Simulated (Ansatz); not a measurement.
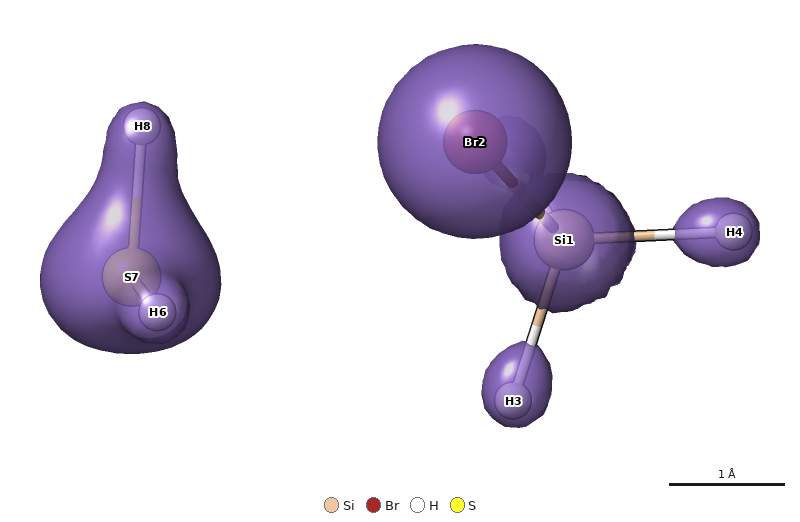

Figure. BrH$_{3}$Si···H$_{2}$S. Isosurface of the total electron density at 1 e/Å³ (purple), seen from one side.

The reactant side of a reaction path; geometry: PBE0-D4/def2-TZVP.

Method: Ansatz 0.2.0, RKS PBE0-D4/def2-TZVPP.

```xyz
8

Si    0.1561   -0.0491   -1.4048
Br    2.0227    0.3167   -0.2454
H    -0.3837   -1.3717   -1.0242
H     0.5277   -0.0335   -2.8392
H    -0.8032    1.0360   -1.1078
H     0.0892   -0.7859    2.2249
S    -1.0971   -0.1597    2.2002
H    -0.5116    1.0473    2.1962
```

Q: Which contacts does the surface bridge?

A: At this value the surface falls into six separate pieces. It bridges the sampled S–H (1.34 Å) contacts, where the density stays above the isovalue. It is pinched off along the sampled Si···S (3.82 Å), Si–Br (2.23 Å) and Si–H (1.48 Å) contacts. On the grid the lowest density along these lines, outside the cores, is 0.04 e/Å³ (Si···S, 3.82 Å), 0.59 e/Å³ (Si–Br, 2.23 Å), 1.5 e/Å³ (S–H, 1.34 Å) and 0.84 e/Å³ (Si–H, 1.48 Å).
